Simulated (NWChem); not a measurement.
# One shape, several levels: BPNH7 (SMILES [NH3+][BH2-]P)

Wanted: a comparison of 5 runs (HF/STO-3G, HF/3-21G, B3LYP/6-31G*, r2SCAN/6-31G**) of BPNH7. 

The calculation is run with NWChem 7.3.0.

## 1. Starting point

BPNH7 has 10 atoms, charge 0, and is taken as a singlet. SMILES: `[NH3+][BH2-]P`. The shape is that of a GFN2-xTB optimisation. This is one conformer, not always the lowest.

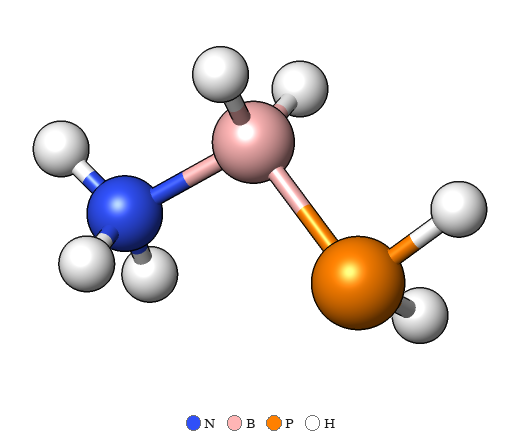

The structure, seen from a chosen angle (nitrogen blue, boron pink, phosphorus orange, hydrogen white).

## 2. Energy and forces at HF/STO-3G (run 1)

struct.nw

```
start struct
memory total 2200 mb
charge 0
geometry noautosym nocenter noautoz
N     -1.205340     0.288570    -0.473840
B      0.259850    -0.450100    -0.378530
P      1.285310     0.698220     0.863380
H     -1.805880    -0.193830    -1.135170
H     -1.052860     1.247910    -0.772380
H     -1.631090     0.289680     0.448410
H      0.071350    -1.547370     0.031540
H      0.734410    -0.404510    -1.466870
H      2.453360    -0.033660     0.829700
H      0.890880     0.105090     2.053750
end
basis spherical bse
N library STO-3G
B library STO-3G
P library STO-3G
H library STO-3G
end
scf
singlet
rhf
thresh 1e-08
maxiter 80
print low
end
task scf gradient
```

Command:

```console
$ nwchem struct.nw > struct.out
```

What it wrote:

```text
[...]
  functions       =    26
[...]
  wavefunction    = RHF
[...]
         Total SCF energy =   -419.098540208971
      One-electron energy =   -791.780121889629
      Two-electron energy =    266.380797362666
 Nuclear repulsion energy =    106.300784317992
        Time for solution =      0.7s
[...]
                         RHF ENERGY GRADIENTS
    atom               coordinates                        gradient
                 x          y          z           x          y          z
   1 N      -2.277762   0.545318  -0.895428   -0.027142   0.015370  -0.000056
   2 B       0.491045  -0.850566  -0.715318   -0.029215   0.000587  -0.010307
   3 P       2.428884   1.319444   1.631552    0.006392   0.015972   0.005294
   4 H      -3.412618  -0.366286  -2.145160    0.015142   0.004347   0.010234
   5 H      -1.989617   2.358208  -1.459587    0.004716  -0.016159   0.005725
   6 H      -3.082313   0.547416   0.847372    0.013460  -0.002067  -0.012152
   7 H       0.134832  -2.924105   0.059602    0.002965  -0.015129   0.008735
   8 H       1.387834  -0.764413  -2.771982    0.012156   0.001951  -0.013679
   9 H       4.636178  -0.063608   1.567906   -0.000300  -0.002161   0.003069
  10 H       1.683519   0.198591   3.881025    0.001827  -0.002712   0.003136
[...]
```

It took 1.4 s on 1 thread of AMD EPYC 9R45 (Zen 5), shared host; peak memory 0.1 GiB.

## 3. Energy and forces at HF/3-21G (run 2)

a.xyz

```xyz
10
BH7NP gradient
N     -1.205340     0.288570    -0.473840
B      0.259850    -0.450100    -0.378530
P      1.285310     0.698220     0.863380
H     -1.805880    -0.193830    -1.135170
H     -1.052860     1.247910    -0.772380
H     -1.631090     0.289680     0.448410
H      0.071350    -1.547370     0.031540
H      0.734410    -0.404510    -1.466870
H      2.453360    -0.033660     0.829700
H      0.890880     0.105090     2.053750
```

a.nw

```
start a
title "BH7NP gradient"
memory 2200 mb

geometry units angstrom noautosym nocenter noautoz
 load format xyz a.xyz
end

basis spherical bse
 * library 3-21G
end

scf
 thresh 1e-08
 maxiter 80
end

task scf gradient
```

Command:

```console
$ nwchem a.nw > a.out
```

What it wrote:

```text
[...]
  functions       =    45
[...]
  wavefunction    = RHF
[...]
         Total SCF energy =   -421.742208271957
      One-electron energy =   -791.929800954943
      Two-electron energy =    263.886808364994
 Nuclear repulsion energy =    106.300784317992
        Time for solution =      0.8s
[...]
                         RHF ENERGY GRADIENTS
    atom               coordinates                        gradient
                 x          y          z           x          y          z
   1 N      -2.277762   0.545318  -0.895428    0.011961  -0.005740   0.001467
   2 B       0.491045  -0.850566  -0.715318   -0.001856   0.004448   0.005294
   3 P       2.428884   1.319444   1.631552    0.000316  -0.015589   0.003376
   4 H      -3.412618  -0.366286  -2.145160   -0.001485  -0.002345  -0.003129
   5 H      -1.989617   2.358208  -1.459587    0.002598   0.003197  -0.000322
   6 H      -3.082313   0.547416   0.847372    0.001176   0.000037   0.004842
   7 H       0.134832  -2.924105   0.059602    0.002455   0.006542  -0.001781
   8 H       1.387834  -0.764413  -2.771982   -0.001957   0.000063   0.006507
   9 H       4.636178  -0.063608   1.567906   -0.021553   0.005921   0.003527
  10 H       1.683519   0.198591   3.881025    0.008346   0.003466  -0.019781
[...]
```

It took 1.6 s on 1 thread of AMD EPYC 9R45 (Zen 5), shared host; peak memory 0.1 GiB.

Runs 3 to 4 aren't shown in full; the table further down has their settings and results.

## 4. Energy and gradient at B3LYP/6-31G(d) (spherical functions) (run 5)

bh7np.nw

```
start bh7np
memory stack 880 mb heap 220 mb global 1100 mb

geometry units angstroms noautosym nocenter noautoz
N    -1.205340    0.288570   -0.473840
B     0.259850   -0.450100   -0.378530
P     1.285310    0.698220    0.863380
H    -1.805880   -0.193830   -1.135170
H    -1.052860    1.247910   -0.772380
H    -1.631090    0.289680    0.448410
H     0.071350   -1.547370    0.031540
H     0.734410   -0.404510   -1.466870
H     2.453360   -0.033660    0.829700
H     0.890880    0.105090    2.053750
end

basis spherical bse
* library 6-31G*
end

dft
xc b3lyp
grid xfine
convergence energy 1e-08
maxiter 100
mulliken
end

task dft gradient
```

Command:

```console
$ nwchem bh7np.nw > bh7np.out
```

What it wrote:

```text
[...]
          Wavefunction type:  closed shell.
          No. of atoms     :    10
          No. of electrons :    34
[...]
          Charge           :     0
          Spin multiplicity:     1
[...]
          AO basis - number of functions:    60
[...]
              XC Information
              --------------
                         B3LYP Method XC Potential
                     Hartree-Fock (Exact) Exchange  0.200
                        Slater Exchange Functional  0.800 local
                    Becke 1988 Exchange Functional  0.720 non-local
              Lee-Yang-Parr Correlation Functional  0.810
                  VWN I RPA Correlation Functional  0.190 local
[...]
 d= 0,ls=0.0,diis     1   -425.1232815914 -5.31D+02  1.02D-02  2.87D-01     1.7
[...]
 d= 0,ls=0.0,diis     8   -425.1644622163  2.47D-09  5.79D-06  1.16D-07    11.1
         Total DFT energy =     -425.164462216308
      One electron energy =     -795.151881074405
           Coulomb energy =      300.611933171856
    Exchange-Corr. energy =      -36.925298631752
 Nuclear repulsion energy =      106.300784317992
[...]
      Total Density - Mulliken Population Analysis
     ---------------------------------------------
    Atom       Charge   Shell Charges
 -----------   ------   -------------------------------------------------------
    1 N    7     7.80   2.00  0.79  2.57  0.86  1.56  0.03
    2 B    5     5.05   2.00  0.53  1.54  0.34  0.58  0.05
    3 P   15    15.23   2.00  2.00  5.97  1.19  2.46  0.55  0.97  0.09
    4 H    1     0.62   0.50  0.13
    5 H    1     0.62   0.49  0.12
    6 H    1     0.62   0.50  0.12
    7 H    1     1.04   0.53  0.52
    8 H    1     1.05   0.53  0.52
    9 H    1     0.97   0.52  0.45
   10 H    1     1.00   0.52  0.48
[...]
  wavefunction    = closed shell
                         DFT ENERGY GRADIENTS
    atom               coordinates                        gradient
                 x          y          z           x          y          z
   1 N      -2.277762   0.545318  -0.895428   -0.009673   0.005440   0.000568
   2 B       0.491045  -0.850566  -0.715318   -0.002537  -0.003802  -0.004702
   3 P       2.428884   1.319444   1.631552    0.006674  -0.017262   0.010124
   4 H      -3.412618  -0.366286  -2.145160    0.005255  -0.000180   0.001654
   5 H      -1.989617   2.358208  -1.459587    0.003863  -0.004794   0.001102
   6 H      -3.082313   0.547416   0.847372    0.005982  -0.001597  -0.001119
   7 H       0.134832  -2.924105   0.059602    0.004360   0.008699  -0.001296
   8 H       1.387834  -0.764413  -2.771982   -0.001872  -0.000434   0.008812
   9 H       4.636178  -0.063608   1.567906   -0.018304   0.008239   0.002498
  10 H       1.683519   0.198591   3.881025    0.006252   0.005691  -0.017642
[...]
```

Run time: 15 s. Hardware: 1 thread of AMD EPYC 9R45 (Zen 5), shared host; peak memory 0.15 GiB.

## 5. Overview of the runs

```tsv
run	level	Cartesian functions	iteration cap	energy (Eh)	largest force (eV/Å)	wall time
1	HF/STO-3G	no	80	-419.098540	1.604	1.4 s
2	HF/3-21G	no	80	-421.742208	1.164	1.6 s
3	B3LYP/6-31G* (Cartesian functions)	yes	100	-425.168501	1.084	16 s
4	r2SCAN/6-31G** (spherical functions)	no	100	-425.071499	1.108	30 s
5	B3LYP/6-31G* (spherical functions)	no	100	-425.164462	1.085	15 s
```

## 6. What came out

```
                       quantity          value
            run 5: total energy  -425.16446 Eh
           run 5: dipole moment         5.55 D
             run 5: HOMO energy       -5.58 eV
             run 5: LUMO energy        0.44 eV
           run 5: HOMO–LUMO gap        6.02 eV
run 5: largest force on an atom     1.085 eV/Å
```

Totals of different functionals can't be ranked against each other. In run 1 the basis is minimal, so the values are rough. All runs together took 63 s, the longest 30 s.
